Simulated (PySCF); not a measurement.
Consider C$_{4}$H$_{12}$ClNSi$_{3}$.

Input

```
{"job": {"kind": "nmr", "xc": "PBE0", "basis": "pcSseg-1"}, "charge": 0, "multiplicity": 1}
N      5.039586     0.212391     0.522814
C      3.982192     0.510359     0.201428
C      2.651796     0.851787    -0.180020
Si     1.408348    -0.310302     0.705810
C     -0.304479    -0.158439    -0.129220
C     -1.282516    -1.074675     0.624264
Si    -2.936180    -1.426816    -0.253488
Si    -0.931382     1.635358    -0.286205
Cl    -1.254502     2.365176     1.563329
H      2.565901     0.767194    -1.263998
H      2.466474     1.889563     0.098013
H      1.879750    -1.694824     0.577078
H      1.351675     0.067886     2.120618
H     -0.204820    -0.542867    -1.150324
H     -1.478348    -0.651318     1.611366
H     -0.792178    -2.034805     0.809772
H     -2.658319    -1.766644    -1.652157
H     -3.815513    -0.257243    -0.205052
H     -3.587576    -2.551429     0.419842
H     -2.181332     1.710640    -1.038166
H      0.072503     2.475951    -0.941473
```

Command:

```sh
OMP_NUM_THREADS=1 python probes_run.py task.json out
```

Geometry: GFN2-xTB.

The calculation used PySCF 2.14.0, PBE0/pcSseg-1, SCF density, gas phase, non-relativistic.

**Predict the electron density and electron localisation function between the atoms.**

C–N (1.14 Å): the density is about 3.6 e/Å³ at the midpoint; the ELF peaks at about 0.85 between the atoms: a short, multiple covalent bond.
C–C (1.43 Å): ρ is about 1.9 e/Å³ halfway; the ELF peaks at about 0.95 between the atoms (a covalent bond).
Si–Cl (2.01 Å): ρ at the midpoint is about 0.97 e/Å³; the ELF peaks at about 0.90 between the atoms; a shared but strongly polarised pair.

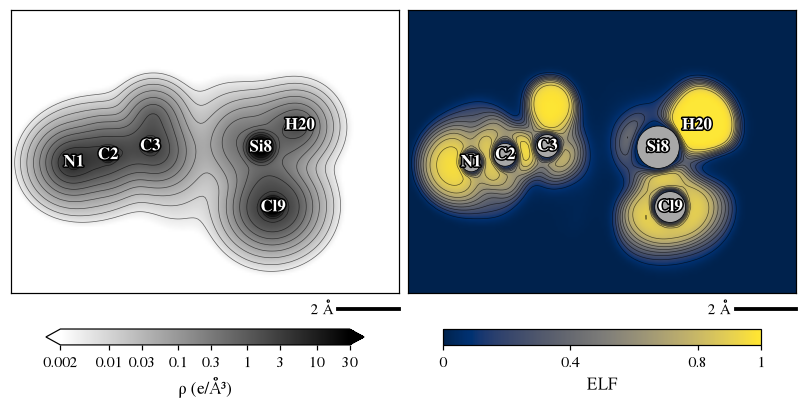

Computed electron density and electron localisation function on the plane of atoms Cl9, Si8 and H20, in this order. Grey discs cover the atomic cores in the ELF map. 
